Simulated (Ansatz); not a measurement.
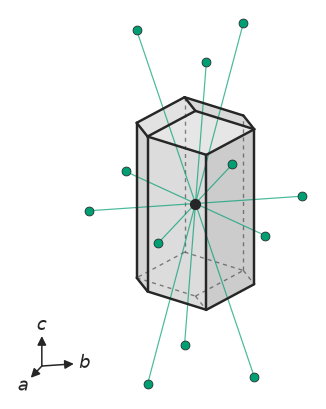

Crystal: NaLiCl₂, the end point of a relaxation with Ansatz 0.2.0, DFT, r2SCAN, plane waves, PAW; the starting structure was generated, so it need not be a known form of this composition. The Wigner–Seitz cell of the crystal's lattice, with lines to the lattice points that define its faces. Symmetry computed with spglib at a tolerance of 0.002 Å; standard conventional cell.

a = 3.783 Å, b = 3.783 Å, c = 18.743 Å, α = 90.00°, β = 90.00°, γ = 120.00°; space group R-3m (No. 166, hexagonal axes).

### What is the cell's combinatorial type?

A rhombic dodecahedron: 12 faces (12 with 4 edges), 24 edges, 14 vertices. Its volume is that of the primitive cell, 77.4 Å³.

### Which lattice vectors do the faces bisect?

```tsv
example	length (Å)	faces	edges of each	area (Å²)
a	3.78	6	4	12.8
2/3 a + 1/3 b + 1/3 c	6.62	6	4	4.4
```
